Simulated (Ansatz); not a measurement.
CH5GeLi (SMILES [Li][GeH2][CH3])

The calculation's input:

```
crystal:
  periodic: [false, false, false]
  atoms:
    - {symbol: C, position_ang: [-0.212572, 1.776120, -0.856106]}
    - {symbol: Ge, position_ang: [-1.210307, 0.073113, -0.570831]}
    - {symbol: Li, position_ang: [-3.297044, 0.127944, 0.756821]}
    - {symbol: H, position_ang: [-1.376108, -0.486349, -2.025620]}
    - {symbol: H, position_ang: [-0.107654, -0.892974, -0.016126]}
    - {symbol: H, position_ang: [0.090339, 2.210271, 0.108946]}
    - {symbol: H, position_ang: [-0.846553, 2.510269, -1.376358]}
    - {symbol: H, position_ang: [0.691667, 1.609655, -1.460100]}
basis:
  gaussian: {orbitals: def2-TZVPD}
hamiltonian: {xc: {name: PBE0}}
output: {forces: true, orbitals: {seedname: orbitals}}
```

Command:

```sh
ansatz run input.yaml --threads 1 --pin off --max-ram 2610MiB --events-out events.jsonl --progress --plain --runs-dir runs
```

Geometry: PBE0-D3(BJ)/def2-SVP.

Theory: isolated molecule in a Gaussian basis; Kohn-Sham density functional theory, functional PBE0 in Ansatz.

**What can the converged electron density and electron localisation function tell about the bonding?**

C–Ge (1.99 Å): ρ is about 0.8 e/Å³ halfway; the ELF peaks at about 0.90 in the valence shell of C, 0.7 Å from its nucleus, and is about 0.70 at the midpoint.
Li–Ge (2.47 Å): ρ at the midpoint is about 0.35 e/Å³; the ELF peaks at about 0.95 in the valence shell of Ge, 1.3 Å from its nucleus, and is about 0.95 at the midpoint.
C–H (1.10 Å): ρ at the midpoint is about 1.9 e/Å³; the ELF climbs to about 1 towards the hydrogen, as it does in any bond to H (an ordinary covalent bond to hydrogen).

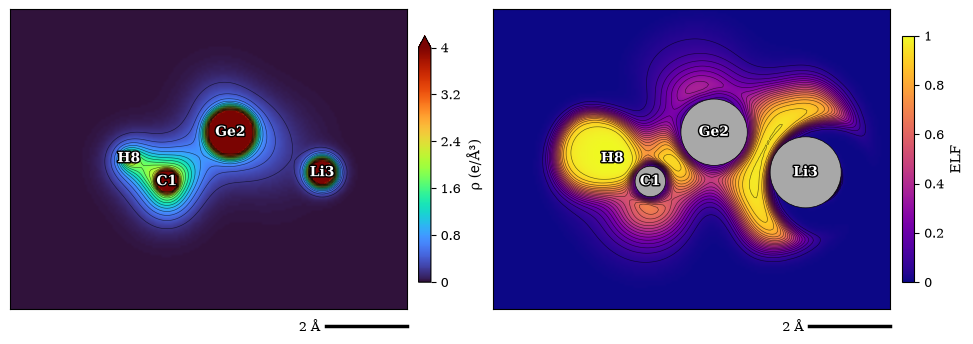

Computed electron density and electron localisation function on the plane of atoms C1, Ge2 and Li3, in this order. Grey discs cover the atomic cores in the ELF map. 
